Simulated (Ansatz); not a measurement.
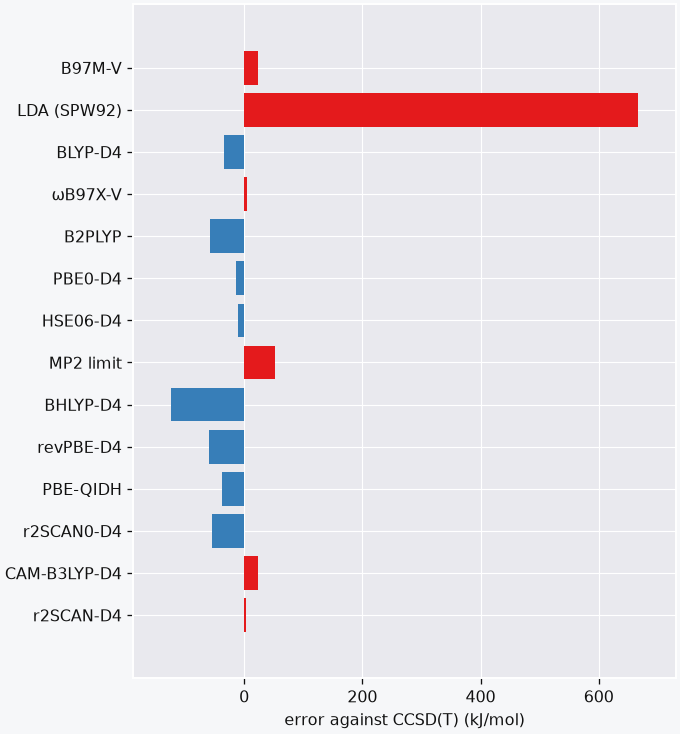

Error in the electronic atomisation energy (method less reference, so positive means overbinding) of C₃H₉AlO, SMILES CC(C)[O][AlH2], singlet: functionals in def2-TZVPP against frozen-core CCSD(T) at the limit (MP2 extrapolated from triple and quadruple zeta, plus CCSD(T) less MP2 in a smaller set), which gives 5200.4 kJ/mol, at a PBE0-D4/def2-TZVP geometry (a minimum by its frequencies), no zero-point or spin-orbit term, the Ansatz code. The reference leaves out core correlation, a term that grows with the number of heavy atoms. B2PLYP and PBE-QIDH hold a correlation term that converges slowly with the basis, so part of the distance to the limit is basis error. No dispersion term is added to B2PLYP and PBE-QIDH. Limit means the basis limit.

**Which of these levels overbind, and which underbind?**

Overbind: LDA (SPW92) and MP2 limit. Underbind: BLYP-D4, B2PLYP, BHLYP-D4, revPBE-D4, PBE-QIDH and r2SCAN0-D4. Within 25 kJ/mol of zero, too close to call in view of what the reference leaves out: B97M-V, ωB97X-V, PBE0-D4, HSE06-D4, CAM-B3LYP-D4 and r2SCAN-D4.

**Give the values.**

| level | kJ/mol |
| --- | --- |
| B97M-V | 23.3 |
| LDA (SPW92) | 667.1 |
| BLYP-D4 | −34.0 |
| ωB97X-V | 4.7 |
| B2PLYP | −58.3 |
| PBE0-D4 | −13.3 |
| HSE06-D4 | −10.7 |
| MP2 limit | 52.6 |
| BHLYP-D4 | −124.3 |
| revPBE-D4 | −58.8 |
| PBE-QIDH | −37.9 |
| r2SCAN0-D4 | −54.5 |
| CAM-B3LYP-D4 | 23.1 |
| r2SCAN-D4 | 3.7 |

Limits of at least one run: one conformer of a flexible molecule.
